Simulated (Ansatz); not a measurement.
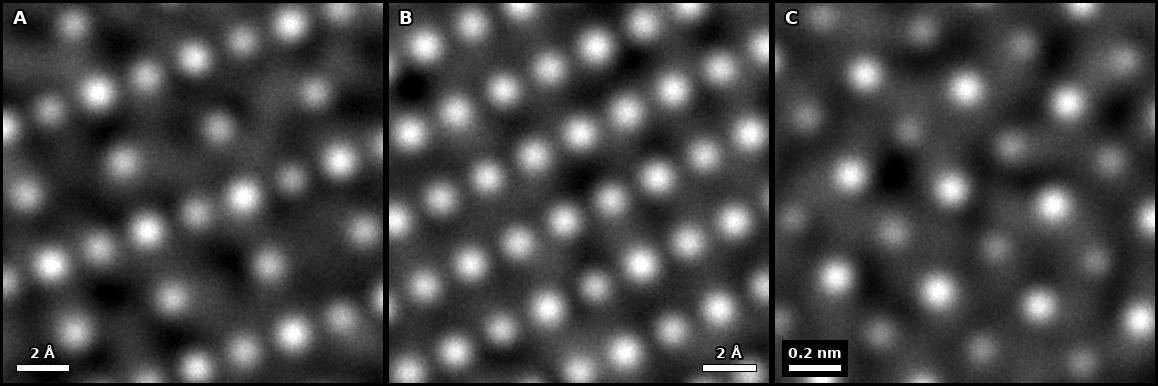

Three views of Y2SbN (P4/mmm, No. 123) along different zone axes. Simulation: incoherent imaging, intensity Z^1.8 per atom, probe width 1.00 Å, thin sample. The probe carries 15 % of its weight in a tail 2.5 times as wide. The display is stretched by a gamma of 0.8; percentages refer to the linear signal. Shot noise and the speckle of an amorphous layer were added. Structure: the end point of a relaxation with DFT PBEsol, scalar-relativistic, plane waves, PAW (Ansatz 0.2.0); the starting structure was generated, so it need not be a known form of this composition.

Space group P4/mmm (No. 123). a = 3.965 Å, b = 3.965 Å, c = 5.670 Å, α = 90.00°, β = 90.00°, γ = 90.00°
```csv
atom,site,symmetry,x,y,z
Y,1a,4/mmm,0.0000,0.0000,0.0000
Y,1d,4/mmm,0.5000,0.5000,0.5000
Sb,1b,4/mmm,0.0000,0.0000,0.5000
N,1c,4/mmm,0.5000,0.5000,0.0000
```

### Match the panels to the zone axes [001], [100] and [111].

A is [100]: projected cell 3.96 × 5.67 Å, 90°, plane group p2mm. B is [111]: projected cell 3.44 × 3.44 Å, 109°, plane group c2mm. C is [001]: projected cell 3.96 × 3.96 Å, 90°, plane group p4mm.
